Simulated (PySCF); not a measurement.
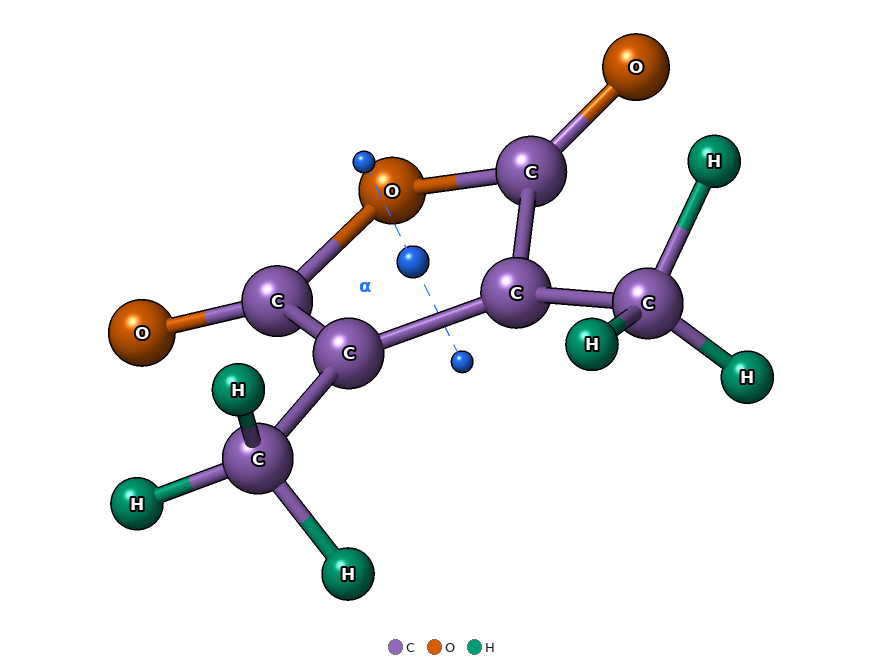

The small points mark where nucleus-independent chemical shifts (NICS) were computed: at the centre of each lettered ring and 1 Å above and below it. Geometry: a frame of a GFN2-xTB molecular-dynamics simulation, not a minimum. Method: GIAO PBE0/pcSseg-1 NMR shielding, non-relativistic, gas phase (PySCF 2.14.0).

Give NICS(0), NICS(1) and the out-of-plane component NICS(1)zz for each ring (means of the two sides).

```
ring  members  NICS(0)  NICS(1)  NICS(1)zz
   α      C4O      0.5     −3.5       −0.9
```

Values in ppm.

**What do the values say about the ring currents?**

Ring α: weak, as in a non-aromatic ring. NICS is one index among several.
